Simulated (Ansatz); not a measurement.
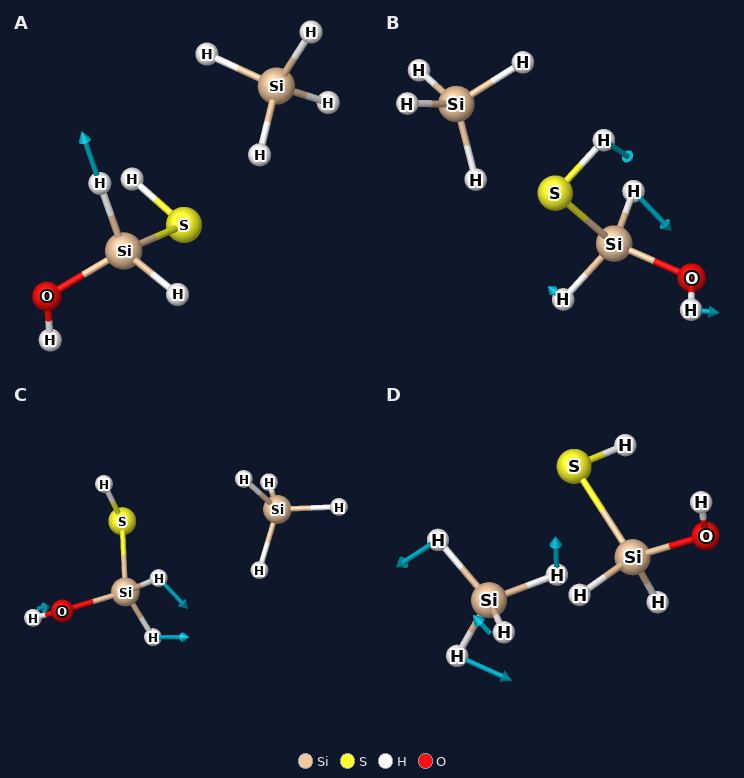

4 normal modes of one molecule or complex, as arrows. Harmonic vibrations computed with RKS PBE0-D4/def2-TZVP (Ansatz 0.2.0) at a stationary point of the same level.

### Match the panels to the wavenumbers 155 cm⁻¹, 793 cm⁻¹, 950 cm⁻¹, 2271 cm⁻¹.

A: 2271 cm⁻¹, Si–H stretching
B: 793 cm⁻¹, angle bending
C: 950 cm⁻¹, H–Si–H bending
D: 155 cm⁻¹
